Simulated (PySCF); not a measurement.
C5H6F4Si

The calculation's input:

```
{"job": {"kind": "nmr", "xc": "PBE0", "basis": "pcSseg-1"}, "charge": 0, "multiplicity": 1}
C     -1.760473     1.022699    -0.899231
C     -1.690406    -0.105155    -0.216678
C     -0.974982    -0.253797     1.091854
Si     0.650830    -1.214575     0.875678
F      0.323210    -2.659498     0.252703
C      1.723666    -0.375036    -0.451124
F      2.289600    -1.160568    -1.388564
C      1.964892     0.925958    -0.511809
F      1.465757     1.780509     0.377266
F      2.702729     1.572556    -1.400183
H     -2.277710     1.087039    -1.840910
H     -1.312125     1.933328    -0.536103
H     -2.147823    -1.007134    -0.599914
H     -1.611653    -0.795850     1.792705
H     -0.778671     0.728923     1.518939
H      1.425561    -1.470454     2.078250
```

Run with:

```sh
OMP_NUM_THREADS=1 python probes_run.py task.json out
```

Geometry: GFN2-xTB.

Method: PBE0/pcSseg-1, SCF density, gas phase, non-relativistic (PySCF).

Q: What can the converged electron density and electron localisation function tell about the bonding?

A: C–C (1.32 Å): the density is about 2.3 e/Å³ at the midpoint; the ELF peaks at about 0.95 between the atoms; a short, multiple covalent bond.
C–F (1.32 Å): the density is about 2.4 e/Å³ at the midpoint; the ELF peaks at about 0.85 between the atoms, as expected for a shared but strongly polarised pair.
C–Si (1.90 Å): ρ at the midpoint is about 0.93 e/Å³; the ELF peaks at about 1 between the atoms; a shared electron pair.

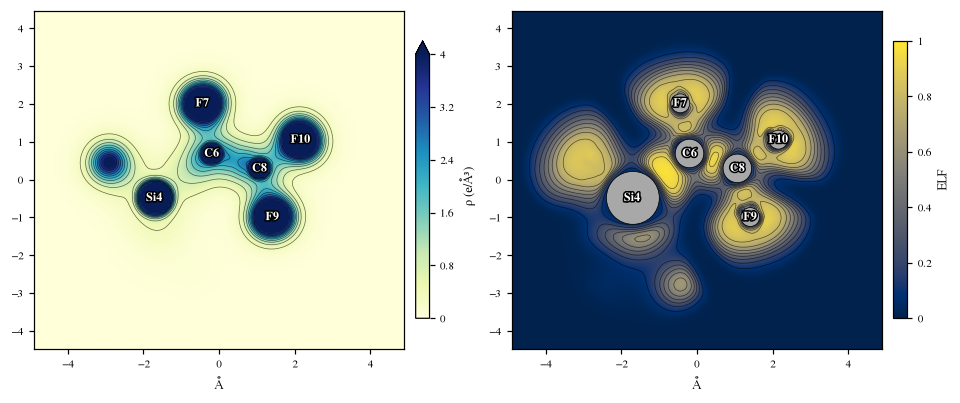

Computed electron density and electron localisation function on the plane of atoms C6, C8 and F9, in this order. Grey discs cover the atomic cores in the ELF map. 
